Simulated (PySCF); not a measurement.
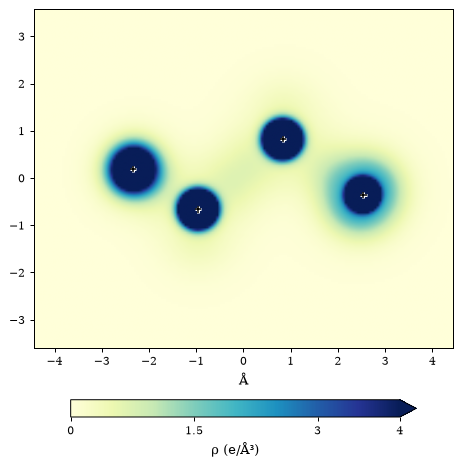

The electron density on a plane through atoms (crosses mark nuclei in the plane).

Method: PBE0/pcSseg-1, SCF density, gas phase, non-relativistic (PySCF).

Candidates:
A. Cl2FH3Si2
B. C4H8F2 (SMILES CCC(C)(F)F)
C. C3H8S2 (SMILES CC(C)SS)

Q: Which candidate gave the map?

A: Candidate A: Cl2FH3Si2 on the plane of atoms Si2, Si4 and Cl5, which holds F, Si and Cl. Si–F (1.62 Å): ρ at the midpoint is about 1 e/Å³. Si–Cl (2.07 Å): the density is about 0.87 e/Å³ at the midpoint.
